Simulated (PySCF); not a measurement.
## Electronic structure of C4H12FNSi2 in real space

The calculation's input:

```
{"job": {"kind": "nmr", "xc": "PBE0", "basis": "pcSseg-1"}, "charge": 0, "multiplicity": 1}
F     -2.234542    -2.104762    -0.847997
Si    -0.797952    -1.947876    -0.140345
N     -0.146975    -0.495079    -0.766290
C     -0.988980     0.545342    -1.342436
Si    -1.513964     1.934299    -0.138468
C      1.160206    -0.038466    -0.444391
C      1.504370     0.465805     0.932048
C      2.086110    -0.822103     0.427517
H     -0.015100    -3.088609    -0.593253
H     -1.130016    -1.969985     1.284725
H     -1.880473     0.063564    -1.743452
H     -0.456689     0.974496    -2.200634
H     -2.080211     1.336174     1.071092
H     -0.364441     2.770567     0.214506
H     -2.515310     2.748617    -0.828615
H      1.615222     0.495602    -1.276306
H      0.739676     0.401564     1.690124
H      2.149039     1.325982     1.026325
H      1.732644    -1.739937     0.867383
H      3.132238    -0.844517     0.160612
```

Run with:

```sh
OMP_NUM_THREADS=1 python probes_run.py task.json out
```

Geometry: GFN2-xTB.

Method: PBE0/pcSseg-1, SCF density, gas phase, non-relativistic (PySCF 2.14.0).

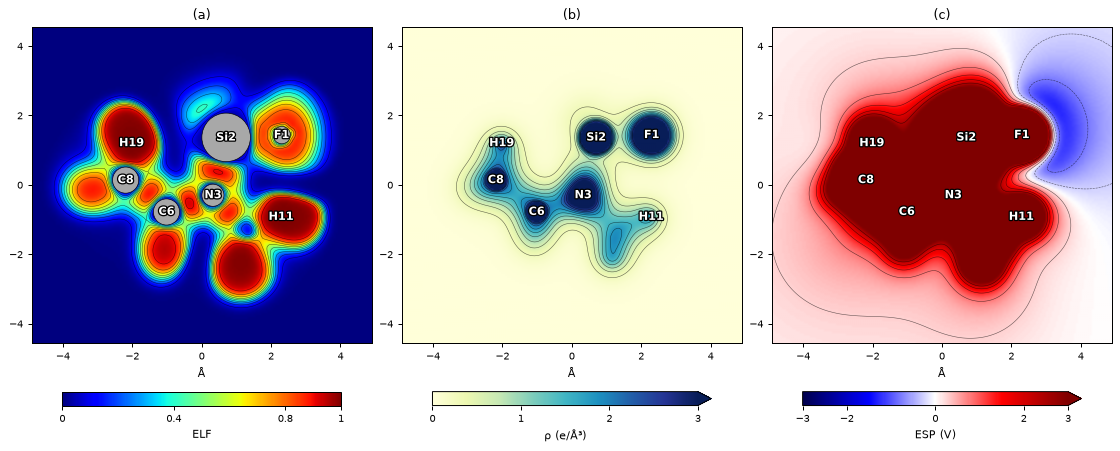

Figure 1. (a) electron localisation function; (b) electron density; (c) molecular electrostatic potential on the plane of atoms Si2, N3 and C6. Grey discs cover the atomic cores in the ELF map.

Read the bonding off the picture.

The plane passes through F, Si, N, C and H nuclei.
C–N (1.42 Å): the density is about 2 e/Å³ at the midpoint; the ELF peaks at about 0.90 between the atoms (a covalent bond).
C–C (1.49 Å): ρ at the midpoint is about 1.6 e/Å³; the ELF peaks at about 0.90 between the atoms, as expected for localised, covalent bonding.
Si–F (1.61 Å): the density is about 1.1 e/Å³ at the midpoint; the ELF peaks at about 0.85 in the valence shell of F, 0.5 Å from its nucleus, and is about 0.50 at the midpoint.
Si–N (1.71 Å): the density is about 1.1 e/Å³ at the midpoint; the ELF peaks at about 0.90 between the atoms: a shared but strongly polarised pair.
C–H (1.08 Å): ρ is about 2 e/Å³ halfway; the ELF climbs to about 1 towards the hydrogen, as it does in any bond to H (an ordinary covalent bond to hydrogen).
The ELF also peaks beside F1, away from the bonds: lone-pair regions.
Outside the dense part of the molecule the potential is most negative (−1.3 V) near F1.

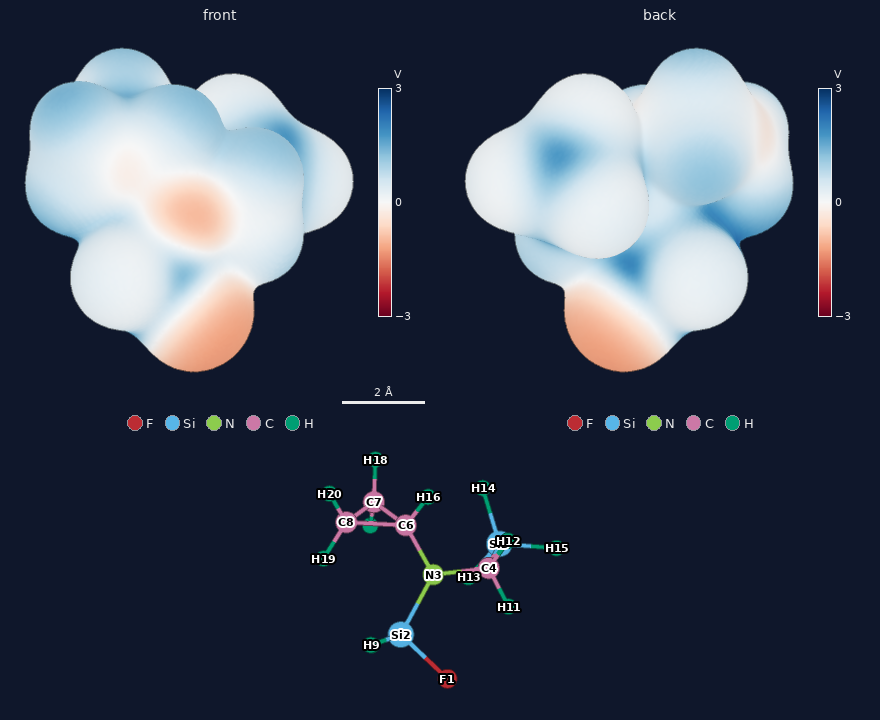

Figure 2. The electrostatic potential painted on the density surface at 0.004 e/bohr³, seen from the front and from behind; the colour scale runs from red (negative) to blue (positive). The bare structure is drawn below in the same view.

Where is the surface potential most negative and most positive?

The most negative region (about −1.2 V, or −28 kcal/mol for a unit charge) lies over F1, the most positive (about +2.0 V, or +46 kcal/mol for a unit charge) over Si2.

What dipole moment does the calculation give?

Its dipole moment is 2.17 D.
